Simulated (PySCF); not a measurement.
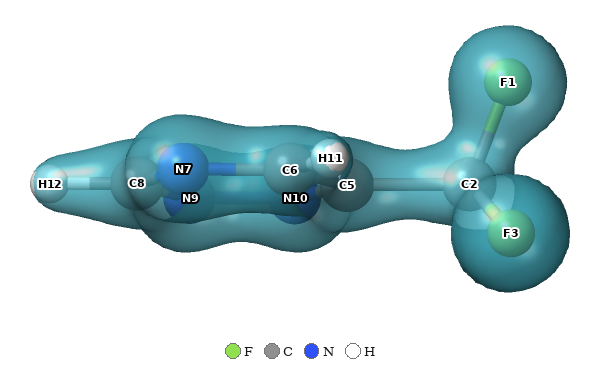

C₄H₂F₃N₃ (SMILES FC(F)(F)c1cncnn1). Isosurface of the electron density at 1 e/Å³ (cyan), seen from one side.

Geometry: GFN2-xTB.

These are results of PBE0/pcSseg-1, SCF density, gas phase, non-relativistic (PySCF), not measurements.

```yaml
atoms:
  - { symbol: F, position_ang: [-2.4746, -0.8815, 0.2959] }
  - { symbol: C, position_ang: [-1.8148, 0.0070, -0.4651] }
  - { symbol: F, position_ang: [-2.3044, 1.2163, -0.1438] }
  - { symbol: F, position_ang: [-2.1432, -0.2297, -1.7300] }
  - { symbol: C, position_ang: [-0.3286, -0.0609, -0.2081] }
  - { symbol: C, position_ang: [0.2496, 0.5624, 0.9044] }
  - { symbol: N, position_ang: [1.5480, 0.4567, 1.0981] }
  - { symbol: C, position_ang: [2.2146, -0.2520, 0.1930] }
  - { symbol: N, position_ang: [1.6858, -0.8493, -0.8583] }
  - { symbol: N, position_ang: [0.4097, -0.7560, -1.0583] }
  - { symbol: H, position_ang: [-0.3237, 1.1363, 1.6196] }
  - { symbol: H, position_ang: [3.2827, -0.3499, 0.3265] }
```

> What does this surface tell about the bonding?

At this value the surface is in one piece. It bridges the sampled N–N (1.30 Å), C–N (1.32 Å), C–F (1.33 Å) and C–C (1.40 Å) contacts, where the density stays above the isovalue. On the grid the lowest density along these lines, outside the cores, is 2.8 e/Å³ (N–N, 1.30 Å), 2.4 e/Å³ (C–N, 1.32 Å), 2 e/Å³ (C–F, 1.33 Å) and 2.1 e/Å³ (C–C, 1.40 Å).
